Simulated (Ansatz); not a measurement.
**UPBE/aug-cc-pVTZ run of OF (Oxygen monofluoride)**

Aim: the vertical electron affinity of OF (Oxygen monofluoride) at UPBE/aug-cc-pVTZ, from 2 runs. 

The results are computed with Ansatz 0.2.0.

38 further runs of the same task are left out: 38 set aside as unsound or not needed.

## 1. The system as given

The species is OF (2 atoms), meant as a doublet with charge 0. SMILES: `[O]F`. Geometry: relaxed at PBE0-D4/def2-TZVP.

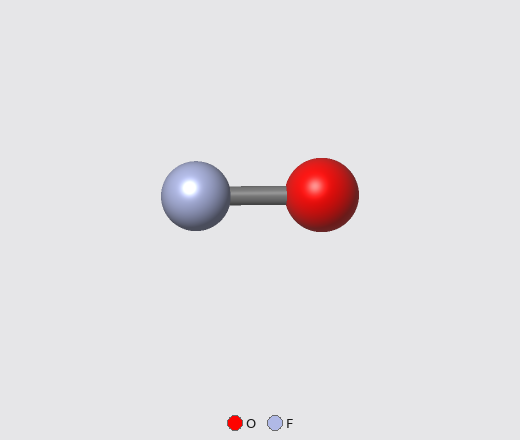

Viewed from a chosen angle; oxygen red, fluorine light blue.

## 2. The energy at UPBE/aug-cc-pVTZ

Input file molecule.yaml:

```yaml
crystal:
  periodic: [false, false, false]
  atoms:
    - symbol: O
      position_ang: [0.000000, 0.000000, -0.015950]
    - symbol: F
      position_ang: [-0.000000, -0.000000, 1.314400]
basis:
  gaussian:
    orbitals: aug-cc-pVTZ
total_charge: 0
magnetization:
  spin_polarized: true
  initial_magnetization: 1
hamiltonian:
  xc: pbe
accuracy: high
output: {orbitals: {seedname: orbitals}}
```

Launch:

```
$ ansatz run molecule.yaml --threads 1 --pin off --max-ram 3480MiB --events-out events.jsonl --progress --plain --runs-dir runs
```

Log:

```text
Warning: RAYON_NUM_THREADS=1 ignored (pool sized by the plan → 1); use --threads N
Functional definition: PBE
  name "PBE"
  parameter kappa = 0.804
  parameter beta = 0.06672455060314922
  exchange = pbe_x(kappa = kappa, mu = beta*pi^2/3)
  correlation = pbe_c(beta = beta)
1299 factors; integrals over basis functions are off by at most 3.4e-9 eV
mean field evaluation 1: about -4754.9453 eV, gradient 2.0e1 eV
mean field evaluation 2: about -4749.5065 eV, gradient 4.5e1 eV
mean field evaluation 4: about -4756.1828 eV, gradient 2.2e0 eV
mean field evaluation 8: about -4756.2006 eV, gradient 8.1e-2 eV
mean field evaluation 16: about -4756.2006 eV, gradient 5.8e-6 eV
mean field -4756.20064612 eV, -174.7871498764 hartree, gradient 8.6e-8 eV, S^2 0.752105; 1 other end points of the search recorded, 0 dependent functions left out
reference -4756.20064948 eV, -174.7871499997 hartree; 9, 8 occupied and 83, 84 virtual orbitals, 1299 factors
Total energy: -4756.20064948 eV, -174.7871499997 hartree
```

Wall time 3.9 s (1 thread of Arm Neoverse V1, shared host); peak memory 0.17 GiB.

## 3. The singlet anion, same level

Input file job.yaml:

```yaml
crystal:
  periodic: [false, false, false]
  atoms:
    - symbol: O
      position_ang: [0.000000, 0.000000, -0.015950]
    - symbol: F
      position_ang: [-0.000000, -0.000000, 1.314400]
basis:
  gaussian:
    orbitals: aug-cc-pVTZ
output:
  orbitals: {seedname: orbitals}
total_charge: -1
hamiltonian:
  xc: pbe
accuracy: high
```

Launch:

```
$ ansatz run job.yaml --threads 1 --pin off --max-ram 3480MiB --events-out events.jsonl --progress --plain --runs-dir runs
```

Log (excerpt; [...] marks lines left out):

```text
Warning: RAYON_NUM_THREADS=1 ignored (pool sized by the plan → 1); use --threads N
[... 6 set-up lines as earlier in the session ...]
1299 factors; integrals over basis functions are off by at most 3.4e-9 eV
mean field evaluation 1: about -4743.9466 eV, gradient 9.2e1 eV
mean field evaluation 2: about -4720.0356 eV, gradient 1.7e2 eV
mean field evaluation 4: about -4755.2642 eV, gradient 3.9e1 eV
mean field evaluation 8: about -4757.8473 eV, gradient 6.9e-1 eV
mean field evaluation 16: about -4757.8481 eV, gradient 2.3e-6 eV
mean field -4757.84807061 eV, -174.8476916096 hartree, gradient 6.4e-9 eV, S^2 0.000000; 0 other end points of the search recorded, 0 dependent functions left out
reference -4757.84807288 eV, -174.8476916930 hartree; 9, 9 occupied and 83, 83 virtual orbitals, 1299 factors
Total energy: -4757.84807288 eV, -174.8476916930 hartree
```

It took 2.1 s on 1 thread of Arm Neoverse V1, shared host; peak memory 0.15 GiB.

## 4. Results

Level: UPBE/aug-cc-pVTZ.

| quantity | value |
| --- | --- |
| doublet OF: total energy | -174.78715 Eh |
| doublet OF: HOMO energy (highest over α and β) | -7.01 eV |
| doublet OF: LUMO energy (lowest over α and β) | -6.44 eV |
| doublet OF: ⟨S²⟩ | 0.752 |
| singlet anion: total energy | -174.84769 Eh |
| singlet anion: HOMO energy | 2.78 eV |
| singlet anion: LUMO energy | 5.56 eV |
| singlet anion: HOMO–LUMO gap (to an unbound level, set by the basis) | 2.79 eV |
| vertical electron affinity (to the singlet anion) | 1.647 eV |

At fixed nuclei the extra electron is bound by 1.65 eV (38 kcal/mol). The HOMO (singlet anion) lies at positive energy, 2.78 eV, as semi-local functionals often give for anions; only total energies tell whether the electron is bound.
